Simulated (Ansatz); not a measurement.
**Si2H3F3 (built from SMILES F[Si](F)(F)[SiH3]): a reaction path by the nudged elastic band**

Aim: the minimum-energy path between two given structures and its highest point. Both ends were relaxed at PBE0-D4 in triple zeta.

Computed with Ansatz 0.2.0, Gaussian basis. Level: PBE0-D4/def2-SVP.

17 further runs of the same task are left out: 1 that didn't finish, 16 set aside as unsound or not needed.

### 1 Starting geometry

The first end: 8 atoms, charge 0, spin multiplicity 1.

Atoms are counted from 1 here; the program's logs count them from 0.

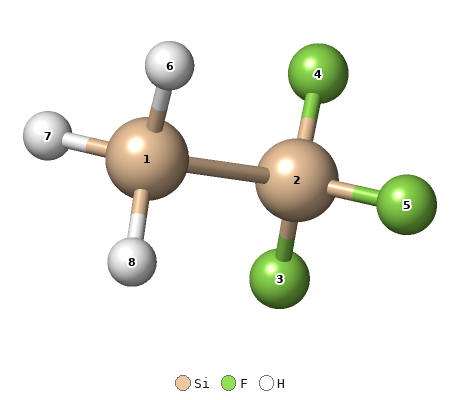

The starting geometry (silicon light orange, fluorine green, hydrogen white); atoms are numbered from 1 in the order of the file.

As a file:

```
Si   -0.79335   -0.38494    0.82329
Si    0.73767    0.35794   -0.76552
F     1.95853   -0.63606   -0.91732
F     0.07907    0.50190   -2.19629
F     1.33793    1.77207   -0.38935
H    -1.90179    0.59759    0.91261
H    -1.31442   -1.70844    0.40044
H    -0.10363   -0.49996    2.13212
```

The second end:

```xyz
8
charge 0, multiplicity 1
Si   -0.6508   -0.5828    0.9658
Si    0.6933    1.1655   -2.0266
F    -0.8869   -0.3016   -0.6146
F     1.6857   -0.0958   -1.9352
F     0.9494    1.8147   -0.5706
H    -1.0893    0.6200    1.7050
H    -1.4863   -1.7559    1.3074
H     0.7849   -0.8640    1.1688
```

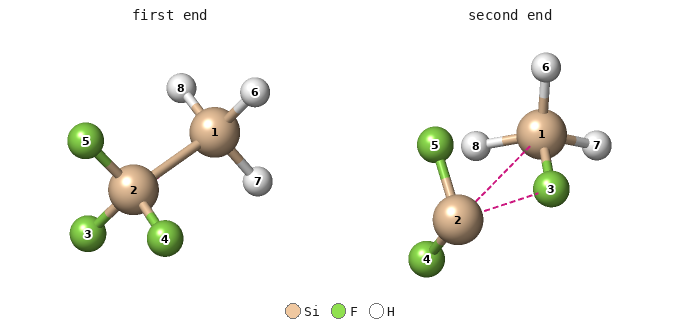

The two ends; dashed lines mark the contacts followed along the path.

### 2 The band at PBE0-D4/def2-SVP

The input, neb/in.yaml:

```yaml
crystal:
  periodic: [false, false, false]
  atoms:
    - {symbol: Si, position_ang: [-0.793351, -0.384936, 0.823295]}
    - {symbol: Si, position_ang: [0.737674, 0.357938, -0.765520]}
    - {symbol: F, position_ang: [1.958533, -0.636063, -0.917322]}
    - {symbol: F, position_ang: [0.079066, 0.501900, -2.196287]}
    - {symbol: F, position_ang: [1.337926, 1.772072, -0.389346]}
    - {symbol: H, position_ang: [-1.901793, 0.597589, 0.912615]}
    - {symbol: H, position_ang: [-1.314422, -1.708437, 0.400441]}
    - {symbol: H, position_ang: [-0.103634, -0.499962, 2.132125]}
basis:
  gaussian: {orbitals: def2-SVP}
hamiltonian: {xc: pbe0, dispersion: d4}
neb:
  images: 5
  climbing: true
  max_iterations: 40
  initial_path: idpp
  final_atoms:
    - {symbol: Si, position_ang: [-0.650778, -0.582779, 0.965774]}
    - {symbol: Si, position_ang: [0.693250, 1.165471, -2.026554]}
    - {symbol: F, position_ang: [-0.886919, -0.301644, -0.614624]}
    - {symbol: F, position_ang: [1.685653, -0.095815, -1.935202]}
    - {symbol: F, position_ang: [0.949384, 1.814737, -0.570615]}
    - {symbol: H, position_ang: [-1.089268, 0.619974, 1.705030]}
    - {symbol: H, position_ang: [-1.486268, -1.755874, 1.307353]}
    - {symbol: H, position_ang: [0.784945, -0.863969, 1.168838]}
```

On the command line:

```
$ ansatz run in.yaml --threads 4 --pin off --events-out ev --progress --plain --max-ram 9574MiB
```

The log of the run:

```text
Functional definition: PBE0
  name "PBE0"
  cite "Adamo & Barone, J. Chem. Phys. 110, 6158 (1999) doi:10.1063/1.478522"
  cite "Perdew, Burke & Ernzerhof, Phys. Rev. Lett. 77, 3865 (1996) doi:10.1103/PhysRevLett.77.3865"
  parent pbe
  parameter a = 0.25
  parameter kappa = 0.804
  parameter beta = 0.06672455060314922
  exchange = (1 - a)*pbe_x(kappa = kappa, mu = beta*pi^2/3) + a*exact_x
  correlation = pbe_c(beta = beta)
916 factors; integrals over basis functions are off by at most 4.1e-4 eV
mean field evaluation 1: about -23930.4213 eV, gradient 4.6e1 eV
mean field evaluation 2: about -23927.2970 eV, gradient 6.5e1 eV
mean field evaluation 4: about -23933.5801 eV, gradient 5.1e-1 eV
mean field evaluation 8: about -23933.5833 eV, gradient 2.2e-3 eV
mean field -23933.58326418 eV, -879.5429621932 hartree, gradient 3.7e-5 eV, S^2 0.000000; 0 other end points of the search recorded, 0 dependent functions left out
the calculation of the forces begins
reference -23933.58328799 eV, -879.5429630683 hartree; 29, 29 occupied and 64, 64 virtual orbitals, 916 factors
[... from here to the last solve, the lines of the solves are left out (169 solves) ...]
WARN: NEB end point (image 0): max|allowed force component| = 9.352e-1 eV/Å (the criterion of neb.relax_end_points is 1.000e-2). That is over neb.f_tol: it is no minimum, so the barrier can be far off. Relax it first
WARN: NEB end point (image 6): max|allowed force component| = 1.134e0 eV/Å (the criterion of neb.relax_end_points is 1.000e-2). That is over neb.f_tol: it is no minimum, so the barrier can be far off. Relax it first
NEB iter   1: max|band force component| = 5.265e0 eV/Å  barrier→ = 3.9841 eV  barrier← = 2.4648 eV  Δτ_max = 0.2000 Å  (173 SCF iters)
NEB iter   2: max|band force component| = 3.494e0 eV/Å  barrier→ = 2.8592 eV  barrier← = 1.3398 eV  Δτ_max = 0.2000 Å  (155 SCF iters)
NEB iter   3: max|band force component| = 3.169e0 eV/Å  barrier→ = 2.7951 eV  barrier← = 1.2757 eV  Δτ_max = 0.1966 Å  (150 SCF iters)
NEB iter   4: max|band force component| = 8.418e-1 eV/Å  barrier→ = 2.7469 eV  barrier← = 1.2275 eV  Δτ_max = 0.1254 Å  (148 SCF iters)
NEB iter   5: max|band force component| = 1.044e0 eV/Å  barrier→ = 2.6267 eV  barrier← = 1.1073 eV  Δτ_max = 0.0534 Å  (141 SCF iters)
NEB iter   6: max|band force component| = 8.615e-1 eV/Å  barrier→ = 2.5411 eV  barrier← = 1.0217 eV  Δτ_max = 0.1122 Å  (142 SCF iters)
NEB iter   7: max|band force component| = 9.398e-1 eV/Å  barrier→ = 2.3188 eV  barrier← = 0.7994 eV  CI = image 3  Δτ_max = 0.1974 Å  (140 SCF iters)
NEB iter   8: max|band force component| = 4.496e-1 eV/Å  barrier→ = 2.3455 eV  barrier← = 0.8262 eV  CI = image 3  Δτ_max = 0.1975 Å  (140 SCF iters)
NEB iter   9: max|band force component| = 5.000e-1 eV/Å  barrier→ = 2.2583 eV  barrier← = 0.7389 eV  CI = image 3  Δτ_max = 0.1969 Å  (135 SCF iters)
NEB iter  10: max|band force component| = 3.333e-1 eV/Å  barrier→ = 2.2112 eV  barrier← = 0.6919 eV  CI = image 3  Δτ_max = 0.1961 Å  (136 SCF iters)
NEB iter  11: max|band force component| = 2.812e-1 eV/Å  barrier→ = 2.1912 eV  barrier← = 0.6718 eV  CI = image 3  Δτ_max = 0.1444 Å  (136 SCF iters)
NEB iter  12: max|band force component| = 1.486e-1 eV/Å  barrier→ = 2.2002 eV  barrier← = 0.6808 eV  CI = image 3  Δτ_max = 0.0657 Å  (134 SCF iters)
NEB iter  13: max|band force component| = 7.128e-2 eV/Å  barrier→ = 2.2000 eV  barrier← = 0.6806 eV  CI = image 3  Δτ_max = 0.0285 Å  (130 SCF iters)
NEB iter  14: max|band force component| = 3.550e-2 eV/Å  barrier→ = 2.1987 eV  barrier← = 0.6793 eV  CI = image 3  Δτ_max = 0.0655 Å  (134 SCF iters)
NEB iter  15: max|band force component| = 1.881e-1 eV/Å  barrier→ = 2.1912 eV  barrier← = 0.6719 eV  CI = image 3  Δτ_max = 0.0326 Å  (25 SCF iters)
NEB iter  16: max|band force component| = 1.797e-1 eV/Å  barrier→ = 2.1851 eV  barrier← = 0.6657 eV  CI = image 3  Δτ_max = 0.0652 Å  (136 SCF iters)
NEB iter  17: max|band force component| = 1.677e-1 eV/Å  barrier→ = 2.1680 eV  barrier← = 0.6486 eV  CI = image 3  Δτ_max = 0.1307 Å  (136 SCF iters)
NEB iter  18: max|band force component| = 1.876e-1 eV/Å  barrier→ = 2.1229 eV  barrier← = 0.6035 eV  CI = image 3  Δτ_max = 0.1303 Å  (135 SCF iters)
NEB iter  19: max|band force component| = 2.235e-1 eV/Å  barrier→ = 2.0772 eV  barrier← = 0.5578 eV  CI = image 3  Δτ_max = 0.1296 Å  (133 SCF iters)
NEB iter  20: max|band force component| = 2.288e-1 eV/Å  barrier→ = 2.0489 eV  barrier← = 0.5296 eV  CI = image 3  Δτ_max = 0.1898 Å  (137 SCF iters)
NEB iter  21: max|band force component| = 2.972e-1 eV/Å  barrier→ = 2.0460 eV  barrier← = 0.5267 eV  CI = image 3  Δτ_max = 0.0641 Å  (135 SCF iters)
NEB iter  22: max|band force component| = 2.484e-1 eV/Å  barrier→ = 2.0432 eV  barrier← = 0.5239 eV  CI = image 3  Δτ_max = 0.0624 Å  (128 SCF iters)
NEB iter  23: max|band force component| = 1.818e-1 eV/Å  barrier→ = 2.0413 eV  barrier← = 0.5220 eV  CI = image 3  Δτ_max = 0.0471 Å  (131 SCF iters)
NEB iter  24: max|band force component| = 1.107e-1 eV/Å  barrier→ = 2.0406 eV  barrier← = 0.5212 eV  CI = image 3  Δτ_max = 0.0382 Å  (131 SCF iters)
917 factors; integrals over basis functions are off by at most 4.0e-4 eV
mean field -23932.09951045 eV, -879.4884352495 hartree, gradient 2.0e-6 eV, S^2 0.000000; 0 other end points of the search recorded, 0 dependent functions left out
the calculation of the forces begins
reference -23932.09953812 eV, -879.4884362661 hartree; 29, 29 occupied and 64, 64 virtual orbitals, 917 factors
NEB iter  25: max|band force component| = 2.108e-2 eV/Å  barrier→ = 2.0402 eV  barrier← = 0.5208 eV  CI = image 3  CI's point: of a kind that is not told: the force calls were inconclusive, a negative curvature could not be distinguished from the path's own, the only one lies far off the path, or fixed occupations may fill a level only in part  Δτ_max = 0.0000 Å  (1155 SCF iters)
Total energy: -23931.68734346 eV, -879.4732883920 hartree
Atom 0 at    -0.430978    -0.637230     0.893770 Å, force     0.001276    -0.012771     0.000665 eV/Å
Atom 1 at     0.037675     0.793992    -1.110554 Å, force     0.003768    -0.010079     0.017552 eV/Å
Atom 2 at     1.176127    -0.010666     0.088158 Å, force    -0.001769     0.018907    -0.010566 eV/Å
Atom 3 at     0.653980     0.228732    -2.497076 Å, force    -0.000419     0.004125     0.002586 eV/Å
Atom 4 at     0.598036     2.311626    -1.042747 Å, force     0.001373    -0.002535    -0.002910 eV/Å
Atom 5 at    -1.385167     0.284458     1.570490 Å, force     0.005914     0.004393    -0.010687 eV/Å
Atom 6 at    -1.084862    -1.742232     0.143807 Å, force    -0.004388    -0.000070     0.006804 eV/Å
Atom 7 at     0.435187    -1.228579     1.954153 Å, force    -0.005756    -0.001971    -0.003444 eV/Å
Dipole moment:    -0.330501    -0.208151     0.282113 e Å
```

Wall time 2.3 min (4 threads of Arm Neoverse V2, shared host).

The last band:

| image | path (Å) | energy (kJ/mol) | Si1–F3 (Å) | Si1–Si2 (Å) | Si2–F3 (Å) |
| --- | --- | --- | --- | --- | --- |
| 0 | 0.00 | 0.0 | 3.27 | 2.33 | 1.58 |
| 1 | 0.99 | -1.6 | 3.26 | 2.33 | 1.61 |
| 2 | 1.97 | 43.8 | 2.74 | 2.34 | 1.61 |
| 3 | 2.96 | 196.8 | 1.90 | 2.51 | 1.84 |
| 4 | 4.39 | 152.2 | 1.66 | 3.63 | 2.36 |
| 5 | 5.82 | 145.1 | 1.66 | 3.60 | 2.33 |
| 6 | 7.25 | 146.6 | 1.62 | 3.72 | 2.58 |

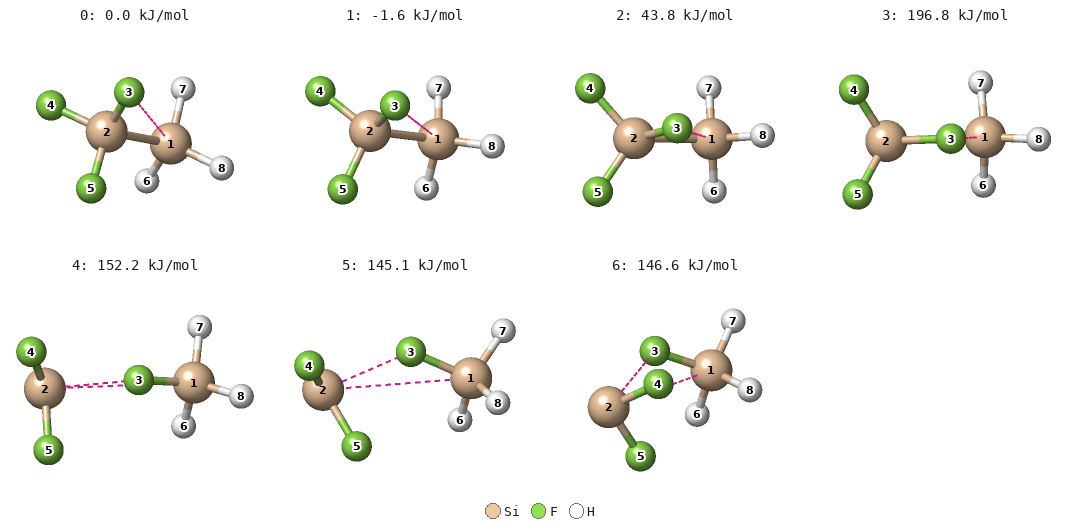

The images of the last band.

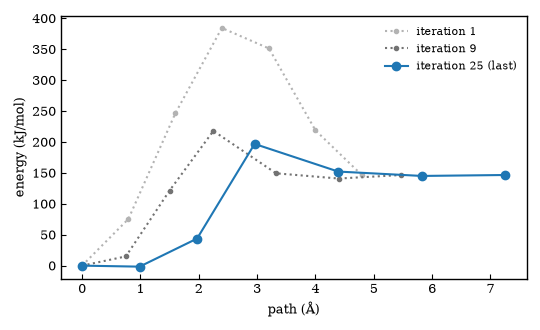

Energy along the path.

The highest image, 3:

```xyz
8

Si   -0.4310   -0.6372    0.8938
Si    0.0377    0.7940   -1.1106
F     1.1761   -0.0107    0.0882
F     0.6540    0.2287   -2.4971
F     0.5980    2.3116   -1.0427
H    -1.3852    0.2845    1.5705
H    -1.0849   -1.7422    0.1438
H     0.4352   -1.2286    1.9542
```

### 3 What came out

```
                                                                       quantity                                                   value
                                                PBE0-D4/def2-SVP, 25 iterations  highest 196.8 kJ/mol (image 3), last end +146.6 kJ/mol
from earlier runs: barrier over the separately found saddle, CCSD(T)/def2-TZVPP                                            226.5 kJ/mol
```

What this shows: The highest image lies 196.8 kJ/mol above the first end, and it climbed, so it estimates the saddle. The ends are not quite minima at this level (largest force component 1.13 eV/Å), so the heights are unreliable: relaxing the first end would lower it and raise the barrier above it. The highest image is 29.6 kJ/mol below the CCSD(T) barrier in triple zeta, which comes from separate runs on the saddle.
